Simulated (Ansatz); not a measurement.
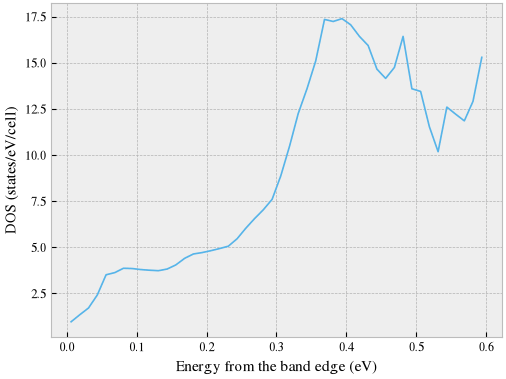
Figure: Density of states of BaTiP$_{2}$O$_{8}$ (C2/m) below the valence band maximum, Ansatz (a first-principles code) with PBEsol, rigid bands; cell volume 165.5 Å³.

**Question.** What effective density of states at 300 K does this give (∫ g(E) exp(−E/k_BT) dE, both spins, divided by the cell's size)?

**Answer.** 2.6e20 cm⁻³, a density-of-states mass of 4.8 mₑ, valleys and band degeneracy included.

Spin-orbit coupling is left out; where it splits the top of the valence band, N_v and the p-type Seebeck coefficient come out somewhat high without it. Geometry: cell and atoms relaxed with PBEsol.

Computed structure with no diffraction record at hand here (it may be known, metastable or hypothetical): BaTiP2O8 (C2/m).
